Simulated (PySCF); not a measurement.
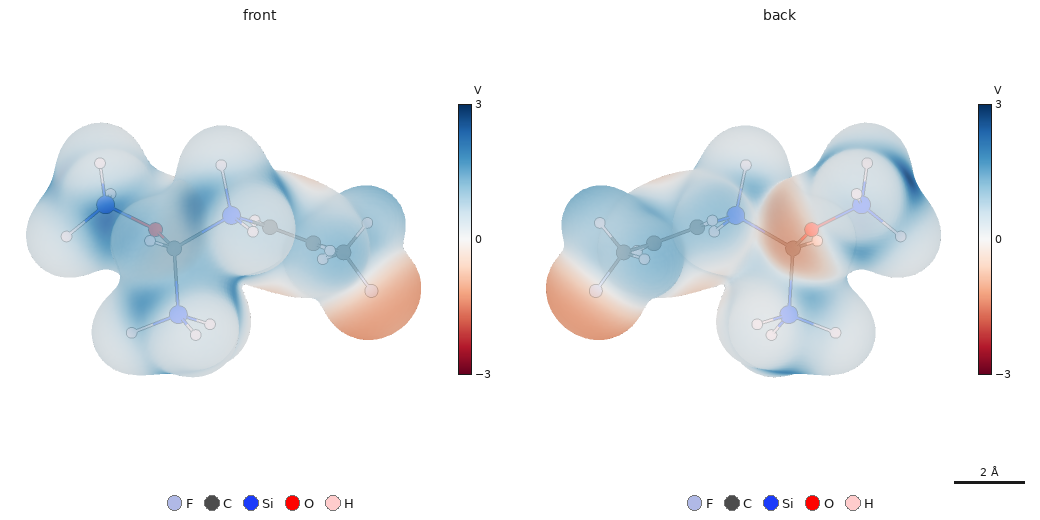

Figure. C4H13FOSi3 (SMILES FC/C=C/[SiH2][C@H]([SiH3])O[SiH3]). The electrostatic potential painted on the density surface at 0.004 e/bohr³, seen from the front and from behind; the colour scale runs from red (negative) to blue (positive).

Geometry: GFN2-xTB.

Method: PySCF, PBE0/pcSseg-1, SCF density, gas phase, non-relativistic.

```yaml
atoms:
  - { symbol: F, position_ang: [4.5194, -1.0784, -0.2692] }
  - { symbol: C, position_ang: [3.7597, 0.0596, -0.4190] }
  - { symbol: C, position_ang: [2.5979, 0.0504, 0.5231] }
  - { symbol: C, position_ang: [1.3998, 0.5416, 0.2413] }
  - { symbol: Si, position_ang: [-0.0726, 0.5419, 1.4070] }
  - { symbol: C, position_ang: [-1.5274, -0.2634, 0.4609] }
  - { symbol: Si, position_ang: [-1.2681, -2.0460, -0.1743] }
  - { symbol: O, position_ang: [-1.7330, 0.5601, -0.6917] }
  - { symbol: Si, position_ang: [-3.0682, 1.3428, -1.1484] }
  - { symbol: H, position_ang: [3.4427, 0.0983, -1.4665] }
  - { symbol: H, position_ang: [4.4306, 0.9034, -0.2050] }
  - { symbol: H, position_ang: [2.8088, -0.3900, 1.4875] }
  - { symbol: H, position_ang: [1.2412, 0.9676, -0.7432] }
  - { symbol: H, position_ang: [0.2002, -0.2199, 2.6298] }
  - { symbol: H, position_ang: [-0.4334, 1.9280, 1.7345] }
  - { symbol: H, position_ang: [-2.4229, -0.2307, 1.0908] }
  - { symbol: H, position_ang: [-0.0858, -2.0736, -1.0329] }
  - { symbol: H, position_ang: [-1.1028, -2.9204, 0.9882] }
  - { symbol: H, position_ang: [-2.4489, -2.4481, -0.9423] }
  - { symbol: H, position_ang: [-4.1841, 0.4211, -1.3914] }
  - { symbol: H, position_ang: [-3.5009, 2.3008, -0.1233] }
  - { symbol: H, position_ang: [-2.5627, 1.9743, -2.3573] }
```

Question: Where is the surface potential most negative and most positive?

Answer: The most negative region (about −1.2 V) lies over F1 and O8, the most positive (about +2.2 V) over Si9.

Question: What dipole moment does the calculation give?

Answer: Its dipole moment is 1.81 D.
